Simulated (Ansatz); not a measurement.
**Nudged elastic band, with input and output: ZrNH$_{5}$ClO$_{2}$F (part 2 of 2)**

ZrNH$_{5}$ClO$_{2}$F; RKS PBE-D4/def2-SVP (Ansatz 0.2.0). It belongs to a series of runs on one base structure; here: band between the two ends.

Geometry of the input (Å):
```
Zr -0.1216  -0.0450  -0.0329
F  0.0349  0.1400  1.9134
O  1.6860  -0.4957  -0.4851
H  2.6358  -0.6458  -0.5790
Cl -0.6225  1.9798  -1.2057
N  -1.0446  -1.7494  -0.7357
H  -0.5043  -2.5330  -1.1207
H  -2.0076  -1.8369  -1.0830
O  -2.3732  0.0413  0.8874
H  -2.5215  -0.9262  0.9443
H  -2.1206  0.2894  1.8030
```

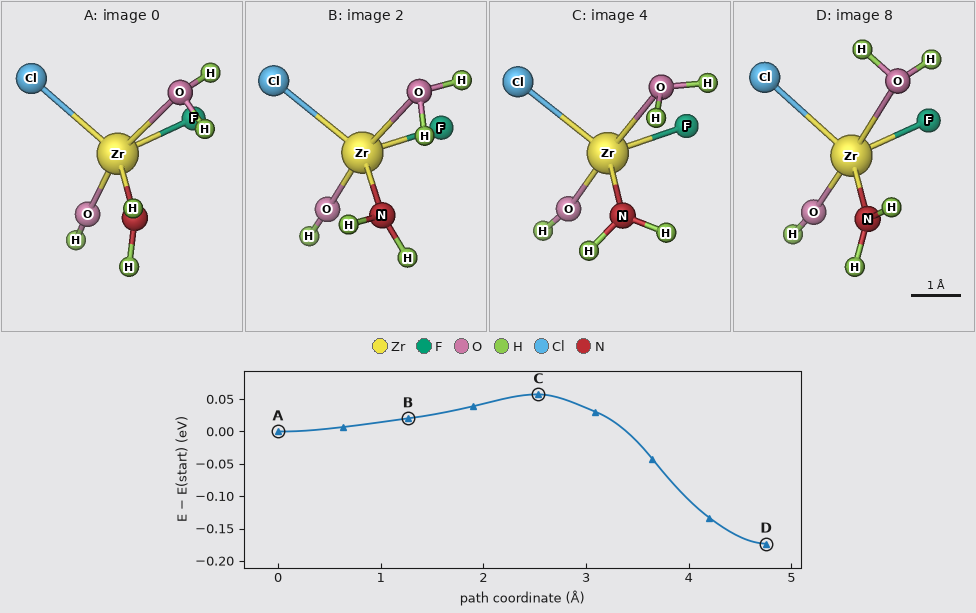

Figure 1. Images of the last band (counted from 0; ball-and-stick, seen at a tilt) above the energy along the path; the line is a cubic interpolation that uses the forces. The highest image is number 4, 0.057 eV above the start and 0.231 eV above the end (the climbing image); the end lies 0.173 eV below the start. The path is 4.76 Å long. The band converged in 25 iterations.

```
Total energy: -22169.89281682 eV, -814.7285337249 hartree
Atom 0 at    -0.060769    -0.083636     0.078715 Å, force    -0.001459    -0.016307     0.000386 eV/Å
Atom 1 at     0.264888    -0.160106     1.988524 Å, force    -0.000063     0.004287    -0.002822 eV/Å
Atom 2 at     1.691402    -0.376598    -0.654710 Å, force    -0.006659     0.038051    -0.008999 eV/Å
Atom 3 at     2.563159    -0.356740    -1.070375 Å, force     0.002673    -0.027040     0.008108 eV/Å
Atom 4 at    -0.611824     1.948675    -1.082817 Å, force    -0.000957    -0.000576     0.002824 eV/Å
Atom 5 at    -1.122318    -1.702768    -0.662792 Å, force     0.001670    -0.000239    -0.008089 eV/Å
Atom 6 at    -1.473431    -2.507494    -0.128899 Å, force    -0.003738    -0.004057     0.008518 eV/Å
Atom 7 at    -0.929226    -2.043531    -1.613673 Å, force     0.005857     0.001000    -0.007073 eV/Å
Atom 8 at    -2.260116     0.167208     1.037727 Å, force     0.001421     0.008939     0.013294 eV/Å
Atom 9 at    -2.699832    -0.496898     0.461619 Å, force     0.003576    -0.003089    -0.001119 eV/Å
Atom 10 at    -2.321133    -0.169613     1.952580 Å, force    -0.002323    -0.000970    -0.005027 eV/Å
Dipole moment:    -0.267359    -0.822756     0.088625 e Å
this run last wrote the band of iteration 25 to [file]
```

## The last band as extended XYZ (Å, eV, eV/Å)
```
11
Properties=species:S:1:pos:R:3:forces:R:3 image=0 energy=-22169.95003
Zr   -0.1216   -0.0450   -0.0329    0.0048   0.0022  -0.0062
F     0.0349    0.1400    1.9134    0.0001  -0.0021   0.0027
O     1.6860   -0.4957   -0.4851   -0.0211   0.0029   0.0027
H     2.6358   -0.6458   -0.5790    0.0188  -0.0021  -0.0022
Cl   -0.6225    1.9798   -1.2057    0.0011   0.0009  -0.0002
N    -1.0446   -1.7494   -0.7357   -0.0103   0.0051   0.0016
H    -0.5043   -2.5330   -1.1207   -0.0002  -0.0026   0.0007
H    -2.0076   -1.8369   -1.0830    0.0090  -0.0018   0.0009
O    -2.3732    0.0413    0.8874    0.0037   0.0133   0.0128
H    -2.5215   -0.9262    0.9443   -0.0032  -0.0114   0.0021
H    -2.1206    0.2894    1.8030   -0.0026  -0.0045  -0.0148
11
Properties=species:S:1:pos:R:3:forces:R:3 image=1 energy=-22169.94323
Zr   -0.1217   -0.0129   -0.0076   -0.0056  -0.0078  -0.0116
F     0.1263    0.0659    1.9214   -0.0055   0.0041   0.0047
O     1.6752   -0.4466   -0.5175    0.0005  -0.0034  -0.0039
H     2.6139   -0.6028   -0.6858    0.0021  -0.0006   0.0071
Cl   -0.6133    1.9935   -1.2066    0.0000   0.0023  -0.0008
N    -1.1263   -1.7330   -0.6284    0.0074   0.0018  -0.0034
H    -0.6364   -2.6296   -0.7347    0.0064  -0.0010  -0.0091
H    -1.9058   -1.7334   -1.3003   -0.0067   0.0031   0.0102
O    -2.3731    0.0723    0.8923    0.0030  -0.0001  -0.0003
H    -2.3757   -0.9067    0.7171   -0.0019   0.0009   0.0049
H    -2.2222    0.1517    1.8559    0.0002   0.0006   0.0021
11
Properties=species:S:1:pos:R:3:forces:R:3 image=2 energy=-22169.92988
Zr   -0.1099   -0.0210    0.0302    0.0087   0.0065   0.0037
F     0.1930   -0.0506    1.9446   -0.0006   0.0019  -0.0032
O     1.6781   -0.3980   -0.5555   -0.0065   0.0045  -0.0034
H     2.5887   -0.5471   -0.8415    0.0021  -0.0067   0.0104
Cl   -0.6065    1.9652   -1.2019   -0.0009  -0.0002  -0.0017
N    -1.1757   -1.7186   -0.5845   -0.0019  -0.0093   0.0029
H    -0.8323   -2.6648   -0.3733    0.0060   0.0071  -0.0101
H    -1.6310   -1.7663   -1.5063   -0.0114   0.0029   0.0028
O    -2.3568    0.1476    0.9236    0.0012   0.0058   0.0004
H    -2.4093   -0.7905    0.5752   -0.0004  -0.0179  -0.0018
H    -2.2975    0.0624    1.8954    0.0034   0.0054  -0.0001
11
Properties=species:S:1:pos:R:3:forces:R:3 image=3 energy=-22169.91104
Zr   -0.0842   -0.0482    0.0749    0.0106  -0.0194   0.0057
F     0.2267   -0.1486    1.9838   -0.0100   0.0053  -0.0123
O     1.6926   -0.3754   -0.5780   -0.0176   0.0302  -0.0267
H     2.5518   -0.4520   -1.0130    0.0059  -0.0220   0.0261
Cl   -0.5957    1.9411   -1.1569    0.0023   0.0028  -0.0003
N    -1.1750   -1.6962   -0.6078   -0.0251   0.0050   0.0159
H    -1.1172   -2.6163   -0.1509    0.0166  -0.0083  -0.0013
H    -1.2819   -1.8764   -1.6152   -0.0090   0.0175   0.0000
O    -2.3240    0.1913    0.9747   -0.0013   0.0025   0.0104
H    -2.5168   -0.6476    0.4735    0.0284  -0.0211  -0.0150
H    -2.3356   -0.0531    1.9208   -0.0009   0.0075  -0.0024
11
Properties=species:S:1:pos:R:3:forces:R:3 image=4 energy=-22169.89273
Zr   -0.0608   -0.0836    0.0787   -0.0015  -0.0163   0.0004
F     0.2649   -0.1601    1.9885   -0.0001   0.0043  -0.0028
O     1.6914   -0.3766   -0.6547   -0.0067   0.0381  -0.0090
H     2.5632   -0.3567   -1.0704    0.0027  -0.0270   0.0081
Cl   -0.6118    1.9487   -1.0828   -0.0010  -0.0006   0.0028
N    -1.1223   -1.7028   -0.6628    0.0017  -0.0002  -0.0081
H    -1.4734   -2.5075   -0.1289   -0.0037  -0.0041   0.0085
H    -0.9292   -2.0435   -1.6137    0.0059   0.0010  -0.0071
O    -2.2601    0.1672    1.0377    0.0014   0.0089   0.0133
H    -2.6998   -0.4969    0.4616    0.0036  -0.0031  -0.0011
H    -2.3211   -0.1696    1.9526   -0.0023  -0.0010  -0.0050
11
Properties=species:S:1:pos:R:3:forces:R:3 image=5 energy=-22169.91941
Zr   -0.0450   -0.1166    0.0631    0.0006  -0.0102  -0.0084
F     0.2242   -0.1414    1.9900    0.0003   0.0062   0.0033
O     1.7175   -0.3944   -0.6471   -0.0037   0.0154  -0.0100
H     2.6114   -0.3921   -1.0124    0.0046  -0.0089   0.0040
Cl   -0.6232    1.9265   -1.0834   -0.0084   0.0000   0.0016
N    -1.0138   -1.7512   -0.7176    0.0102  -0.0227  -0.0115
H    -1.6887   -2.3785   -0.2662   -0.0201   0.0268  -0.0254
H    -0.6766   -2.2204   -1.5668    0.0326  -0.0185   0.0167
O    -2.2165    0.1256    1.0398    0.0117  -0.0107   0.0073
H    -2.9494   -0.2767    0.5380   -0.0335   0.0260   0.0152
H    -2.2991   -0.1622    1.9685    0.0056  -0.0035   0.0070
11
Properties=species:S:1:pos:R:3:forces:R:3 image=6 energy=-22169.99237
Zr   -0.0332   -0.1804    0.0581   -0.0034  -0.0257  -0.0061
F     0.2229   -0.1318    1.9891    0.0032   0.0026   0.0021
O     1.7331   -0.4123   -0.6544    0.0080   0.0133  -0.0076
H     2.6393   -0.4336   -0.9870    0.0088   0.0008   0.0004
Cl   -0.6955    1.8831   -1.0226   -0.0510  -0.0152   0.0364
N    -0.9495   -1.8148   -0.7563    0.0246  -0.0354  -0.0146
H    -1.7381   -2.3222   -0.3407   -0.0028   0.0240  -0.0448
H    -0.6027   -2.3417   -1.5645    0.0389  -0.0446  -0.0032
O    -2.2036   -0.1673    1.0423    0.0041  -0.1420   0.0056
H    -3.0256    0.0449    0.5669   -0.0324   0.1260   0.0214
H    -2.3063    0.0945    1.9750    0.0020   0.0962   0.0104
11
Properties=species:S:1:pos:R:3:forces:R:3 image=7 energy=-22170.08335
Zr   -0.0579   -0.2465    0.0705   -0.0014  -0.0149  -0.0024
F     0.1437   -0.2163    2.0109   -0.0103  -0.0117   0.0019
O     1.7233   -0.3991   -0.6261   -0.0090   0.0072   0.0024
H     2.6429   -0.4102   -0.9224   -0.0034   0.0137   0.0006
Cl   -0.8519    1.8297   -0.9125   -0.0501  -0.0164   0.0241
N    -0.9026   -1.8931   -0.7742    0.0034  -0.0156   0.0076
H    -1.7879   -2.3074   -0.4631    0.0003  -0.0009  -0.0267
H    -0.5054   -2.4629   -1.5279    0.0207  -0.0343   0.0080
O    -2.2982   -0.2193    1.0002   -0.0124  -0.0179  -0.0131
H    -2.8527    0.4359    0.5323    0.0364   0.0868   0.0031
H    -2.2124    0.1076    1.9180    0.0259   0.0041  -0.0056
11
Properties=species:S:1:pos:R:3:forces:R:3 image=8 energy=-22170.12351
Zr   -0.1038   -0.3072    0.0632    0.0015   0.0232   0.0025
F     0.0741   -0.3512    2.0069   -0.0076  -0.0087  -0.0052
O     1.6922   -0.3869   -0.6042    0.0054   0.0166  -0.0034
H     2.6115   -0.2843   -0.8856   -0.0083  -0.0064   0.0038
Cl   -0.9217    1.8089   -0.8601    0.0064  -0.0016  -0.0030
N    -0.8897   -1.9756   -0.7852   -0.0040  -0.0063  -0.0029
H    -1.8354   -2.3244   -0.5939   -0.0022  -0.0042   0.0012
H    -0.4210   -2.6087   -1.4418   -0.0035  -0.0004   0.0038
O    -2.3551   -0.1222    0.9315   -0.0133  -0.0078  -0.0005
H    -2.6053    0.7636    0.5846    0.0207  -0.0059  -0.0100
H    -2.2050    0.0065    1.8903    0.0050   0.0016   0.0137
```

## Key numbers

| quantity | value |
| --- | --- |
| outcome | converged |
| barrier, forward | 0.057 eV |
| barrier, backward | 0.231 eV |
| hardware | 4 threads of Arm Neoverse V1, 24 GiB of memory available, shared host |
| wall time | 5.5 min (CPU time 21 min) |
| peak memory | 0.2 GiB |

## Remarks

The order of the saddle point was not checked.
